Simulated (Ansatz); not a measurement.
A series of calculations on H₄C

Part 1: Relaxation

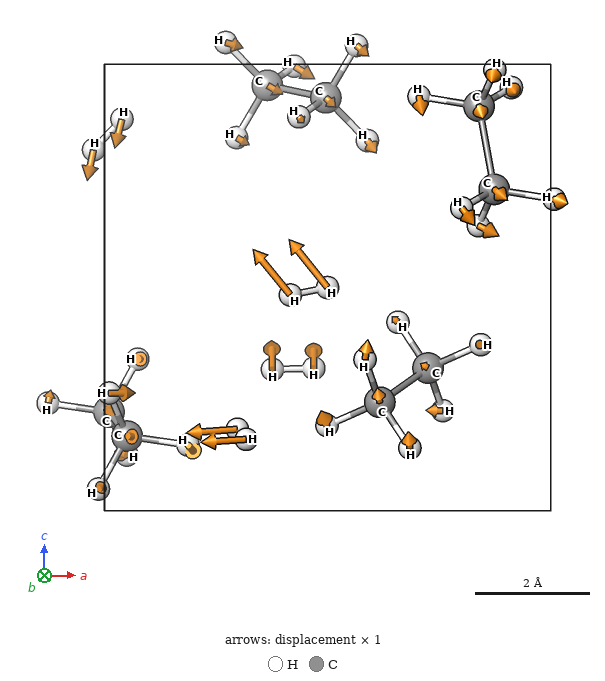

A relaxation of an amorphous cell of composition H4C. The starting structure is drawn; orange arrows show the displacements, at their true length.

A ball-and-stick model of the cell of the calculation (origin shifted), seen along the b axis.

The cell holds 4 H2 + 4 C2H6. The run prepares the start of a later molecular dynamics calculation, from a guessed geometry.

The calculation used DFT PBE-D3(BJ), scalar-relativistic, plane waves, PAW (Ansatz 0.2.0). (plane-wave cutoff 420 eV; k-point mesh 1 × 1 × 1; occupations fermi dirac; smearing width 0.05 eV; no spin polarisation; atoms relaxed in a fixed cell; force threshold 0.3 eV/Å; at most 15 steps)

Q: Which element moves most?

A: Hydrogen: up to 1.11 Å, against 0.40 Å for carbon.

Q: Describe the change and its energy.

A: The largest move is that of an H atom, 1.11 Å roughly along [−1 0 1]. Largest moves by element: H 1.11 Å, C 0.40 Å. The cell doesn't change. Among the contacts that change: H–H 0.737 → 0.752 Å, C–H 1.093 → 1.104 Å. After 6 geometry steps the energy has fallen by 32.4 meV per atom. Largest force component: 0.62 eV/Å at the start, 0.2 eV/Å at the end. The run took 24 s on 1 thread of Intel(R) Xeon(R) Platinum 8259CL CPU @ 2.50GHz (Skylake/Cascade Lake), with other jobs on the host, peak memory 0.5 GiB.

Limits of the set-up: the program's low-accuracy preset was used; the periodic images lie only 7.9 Å apart, so the values are limited by the cell's size.

Part 2: Dynamics

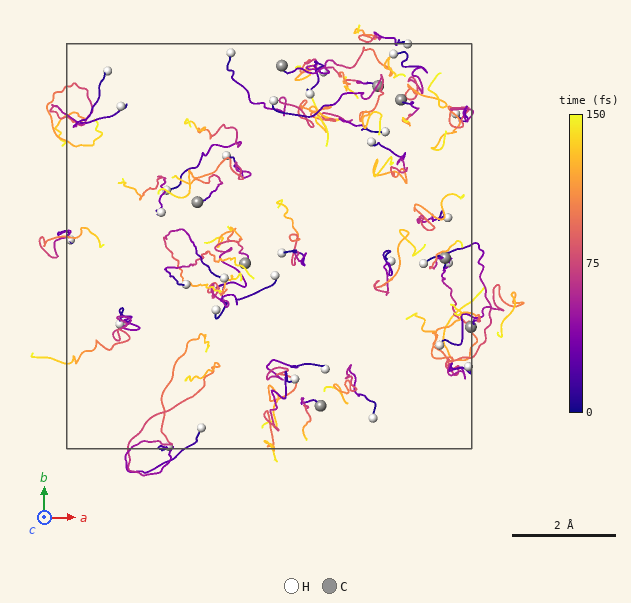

First-principles dynamics of a periodic cell with 4 H2 + 4 C2H6 at 0.437 g/cm³, 150 fs long. Lines trace each atom's path, coloured by time; spheres stand at the starting positions. Seen along the c axis in the simulation cell.

All numbers below come from DFT PBE-D3(BJ), scalar-relativistic, plane waves, PAW in Ansatz 0.2.0. Run with plane-wave cutoff 420 eV; k-point mesh 1 × 1 × 1; Fermi-Dirac smearing 0.05 eV; low-accuracy preset; Langevin thermostat (NVT); set temperature 1000 K; time step 0.5 fs; friction 0.02 per fs.

> Describe the motion.

In the second half of the run the atoms are, in the root-mean-square, this far from where they began (common drift taken out): H 1.36 Å, C 0.79 Å. The heavy atoms stay within a fraction of a molecule's size of their starting places, while the hydrogen atoms travel further, as molecules turn; so short a run doesn't tell a liquid from a solid.

Limits of the set-up: the program's low-accuracy preset was used; the periodic images lie only 7.9 Å apart, so the values are limited by the cell's size.

Cost: 12 min on 1 thread of Intel(R) Xeon(R) Platinum 8259CL CPU @ 2.50GHz (Skylake/Cascade Lake), with other jobs on the host, peak memory 0.51 GiB.

Part 3: Dynamics

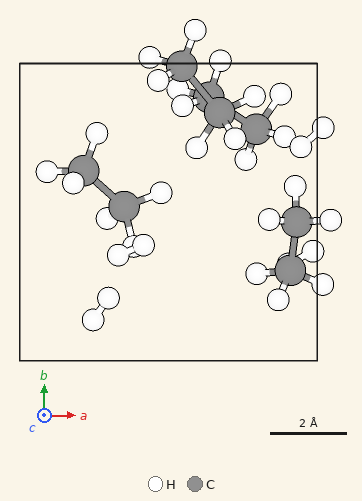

Starting frame of a dynamics run of a periodic cell with 4 H2 + 4 C2H6 at 0.437 g/cm³. It starts from the last geometry of an earlier run, with fresh velocities. Style: ball-and-stick. Shown: the simulation cell, along the c axis.

Computed with DFT PBE-D3(BJ), scalar-relativistic, plane waves, PAW (Ansatz 0.2.0).

Input file:
```yaml
accuracy: low
crystal:
  lattice:
    - [7.872994, 0.0, 0.0]
    - [0.0, 7.872994, 0.0]
    - [0.0, 0.0, 7.872994]
  atoms:
    - { symbol: H, position: [0.01582693, 0.77983173, 0.57195567] }
    - { symbol: H, position: [-0.0592168, 0.7155241, 0.60240327] }
    - { symbol: H, position: [0.24208975, 0.13359562, 1.06928063] }
    - { symbol: H, position: [0.29377847, 0.20707737, 1.10903587] }
    - { symbol: H, position: [0.98135828, 0.36466951, 0.25053909] }
    - { symbol: H, position: [0.89791287, 0.32169854, 0.29369402] }
    - { symbol: H, position: [0.4115694, 0.3851417, 0.87144268] }
    - { symbol: H, position: [0.32679825, 0.35161511, 0.83716013] }
    - { symbol: C, position: [0.92641607, 0.46297817, 0.83498729] }
    - { symbol: C, position: [0.90537804, 0.30022514, 0.73270714] }
    - { symbol: H, position: [0.92145221, 0.58268458, 0.76681365] }
    - { symbol: H, position: [0.83416736, 0.47133325, 0.92202036] }
    - { symbol: H, position: [1.04101282, 0.46925722, 0.92220528] }
    - { symbol: H, position: [0.79243569, 0.28887637, 0.63289217] }
    - { symbol: H, position: [1.01434267, 0.25279326, 0.6746193] }
    - { symbol: H, position: [0.86458424, 0.20111075, 0.81906537] }
    - { symbol: C, position: [0.66736455, -0.1690468, 0.81986821] }
    - { symbol: C, position: [0.54027983, -0.01332911, 0.86351902] }
    - { symbol: H, position: [0.71932103, -0.25706943, 0.93393194] }
    - { symbol: H, position: [0.5901217, -0.28782083, 0.7604822] }
    - { symbol: H, position: [0.78468333, -0.11427389, 0.75716707] }
    - { symbol: H, position: [0.43253682, 0.01639907, 0.76737855] }
    - { symbol: H, position: [0.46080121, -0.06124033, 0.96608318] }
    - { symbol: H, position: [0.58540942, 0.10789049, 0.91480194] }
    - { symbol: C, position: [0.79117196, 0.77486515, 0.23153264] }
    - { symbol: C, position: [0.63129217, 0.88206256, 0.30573384] }
    - { symbol: H, position: [0.88556569, 0.7499423, 0.33245293] }
    - { symbol: H, position: [0.75585733, 0.67307016, 0.12323032] }
    - { symbol: H, position: [0.87338508, 0.89305905, 0.17986916] }
    - { symbol: H, position: [0.5266949, 0.90962991, 0.22469049] }
    - { symbol: H, position: [0.54277557, 0.85374995, 0.41068303] }
    - { symbol: H, position: [0.67013617, 1.0046637, 0.34841423] }
    - { symbol: C, position: [0.21039551, 0.63543661, 0.36943856] }
    - { symbol: C, position: [0.34623671, 0.51485432, 0.27911453] }
    - { symbol: H, position: [0.08713745, 0.63197121, 0.30549935] }
    - { symbol: H, position: [0.1757725, 0.59395739, 0.50159348] }
    - { symbol: H, position: [0.2548426, 0.76102143, 0.37817242] }
    - { symbol: H, position: [0.47074432, 0.56110957, 0.2696812] }
    - { symbol: H, position: [0.37811903, 0.38083147, 0.34585776] }
    - { symbol: H, position: [0.28901745, 0.47466636, 0.15182274] }
basis:
  ecutwfc: 420.0
kpoints:
  mp_grid: { grid: [1, 1, 1] }
hamiltonian:
  xc: pbe
  dispersion: d3bj
scf:
  occupations: { method: fermi_dirac, width: 0.05 }
  lower_state_search: "off"
md:
  timestep: 0.5
  n_steps: 400
  ensemble: nvt_langevin
  temperature: 1000.0
  initial_velocities: maxwell_boltzmann
  seed: 294353
  friction: 0.005
```

Command:
```bash
ansatz run input.yaml --threads 1 --pin off --max-ram 3072MiB --backend cpu --events-out ev --progress --plain --runs-dir out
```

**What does the trajectory do?**

Over the second half the temperature averages 1054 K (spread ±99 K). The potential energy in the second half lies on average 5.3 meV per atom below the first frame. Root-mean-square distances from the starting positions over the second half, with the common drift of all atoms taken out: H 2.07 Å, C 1.32 Å. The molecules turn and drift from their places.

Along the run (each row but the first and the last is the mean over the interval that it begins):

```
time (fs)  potential energy (meV/atom)  T (K)
      0.0                          0.0    975
     25.0                         -7.0   1007
     50.0                         -7.7   1030
     75.0                         -7.2   1067
    100.0                         -3.7   1133
    125.0                         -2.8   1041
    150.0                         -0.3   1049
    175.0                        -14.1    992
    200.0                        -33.4   1083
```

The paths of the atoms:

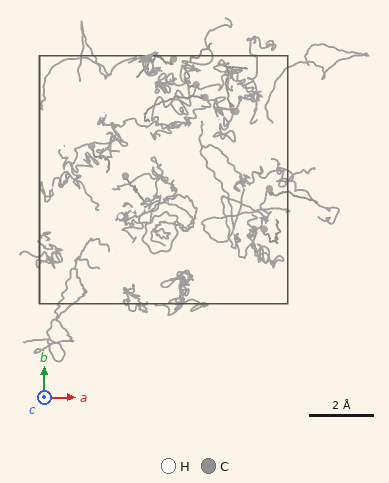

Limits of the set-up: the program's low-accuracy preset was used; the periodic images lie only 7.9 Å apart, so the values are limited by the cell's size.
